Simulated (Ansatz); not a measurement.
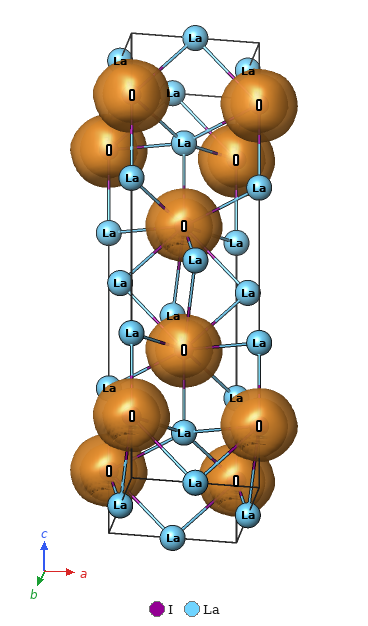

The picture shows: La₂I. Isosurface of the electron localisation function at 0.65 (orange), seen at an oblique angle. Only the valence region is drawn (cores and ρ < 0.01 e/Å³ removed). Sticks mark near contacts.

Space group I4/mmm; built by placing these elements on a known structure type.

These are results of Ansatz 0.2.0, DFT, PAW plane waves, PBE, not measurements.

Core electrons are frozen (PAW), and the valence fields are smoothed inside the atomic spheres.

What do the ELF domains correspond to?

The surface consists of four regions wrapped around I (the valence shell of each), counted in one cell of 12 atoms. Regions shared between cells count once. Along the contacts the grid gives the following. La–I (3.32 Å): the ELF is about 0.15 at the midpoint (no localised pair shows between them). La–I (3.37 Å): the ELF is about 0.15 at the midpoint: no localised pair shows between them.
